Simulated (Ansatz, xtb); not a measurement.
# Redistribution: C3H5Cl + CHBrF2 → C3H6 + CBrClF2

Species: C3H5Cl (2-chloropropene) `C=C(C)Cl`, singlet; CHBrF2 (bromodifluoromethane) `FC(F)Br`, singlet; C3H6 (propene) `C=CC`, singlet; CBrClF2 `FC(F)(Cl)Br`, singlet. The partners trade Cl for H; both sit on C, so the bond types are kept.

Shapes, held fixed at every level: PBE0-D4/def2-TZVP. Programs: Ansatz 0.2.0, xtb 6.7.1. The zero-point and thermal change to 298 K, harmonic and unscaled (PBE0-D4/def2-TZVP), is -3.3 kJ/mol.

**The experiment to reproduce.** Tabulated heats of formation (Active Thermochemical Tables, CRC Handbook of Chemistry and Physics): C3H5Cl -21.0 (CRC); CHBrF2 -424.2 (ATcT); C3H6 +20.4 (ATcT); CBrClF2 -442.2 (ATcT) kJ/mol, which give ΔH(298 K) = +23.4 kJ/mol.

```tsv
level	kind	ΔH (kJ/mol)	computed − measured
GFN2-xTB	semi-empirical	+45.8	+22.4
r2SCAN-D4/def2-TZVPP	meta-GGA	+26.2	+2.8
B3LYP-D4/def2-TZVPP	global hybrid	+28.7	+5.3
PBE0-D4/def2-TZVPP	global hybrid	+28.6	+5.2
wB97M-V/def2-TZVPP	range-separated hybrid	+24.3	+0.9
MP2/def2-TZVPP	perturbation theory	+30.8	+7.4
CCSD(T)/def2-SVP	coupled cluster or CI	+22.0	-1.4
CCSD(T)/def2-TZVPP	coupled cluster or CI	+29.1	+5.7
```

Nearest: wB97M-V/def2-TZVPP (+0.9); farthest: GFN2-xTB (+22.4). 7 of 8 levels lie within 10 kJ/mol. The heats of C3H5Cl come from older tables and can be uncertain by 10 kJ/mol or more. Relativity is left out for Br unless named. Correlated rows may include outer-core shells of Br, which these sets cover unevenly.

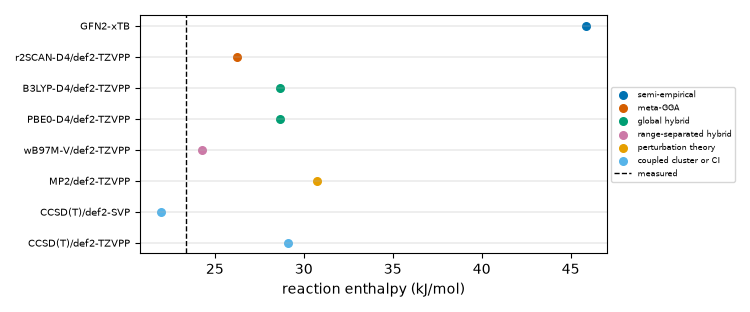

The values of the table, level by level.
